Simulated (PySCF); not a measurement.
# C3H5OPSi: the cost of one run

Computed with PySCF 2.14.0, with density-fitted response routines of our own, on a single molecule in the gas phase. Atoms are numbered from 0 throughout.

## (1) The molecule as given

11 atoms, charge 0, multiplicity 1; geometry from: GFN2-xTB.

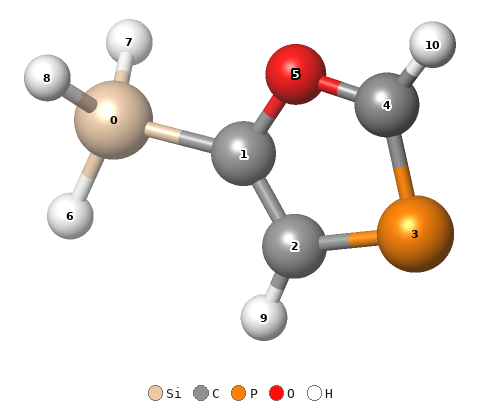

The starting geometry (silicon light orange, carbon grey, phosphorus orange, oxygen red, hydrogen white), atoms numbered.

## (2) Excited states and response: B3LYP/def2-SVPD

The job: settings as JSON, then the geometry in Å.

```
{"job": {"kind": "uv", "xc": "B3LYP", "basis": "def2-SVPD", "nstates": 8, "ntriplets": 3}, "charge": 0, "multiplicity": 1}
Si    -1.887566     0.093364     0.062843
C     -0.014565    -0.068752     0.019147
C      0.791175    -1.131804     0.304455
P      2.496523    -0.735647     0.099194
C      1.979445     0.829799    -0.354079
O      0.659645     1.032102    -0.350979
H     -2.420565    -1.201584     0.480474
H     -2.353826     0.452097    -1.276689
H     -2.239902     1.145035     1.016991
H      0.418839    -2.090096     0.615571
H      2.576221     1.678157    -0.642892
```

Level: TDDFT B3LYP/def2-SVPD, vertical, gas phase, core orbitals frozen in the response.

The run is started by

```bash
OMP_NUM_THREADS=1 python probes_run.py task.json out
```

This one command runs all jobs of the session in turn.

**Question.** How long does this first job take on 1 thread of Arm Neoverse V1, shared host, and how much memory does it need?

About 18 s, with a peak of 0.69 GiB.
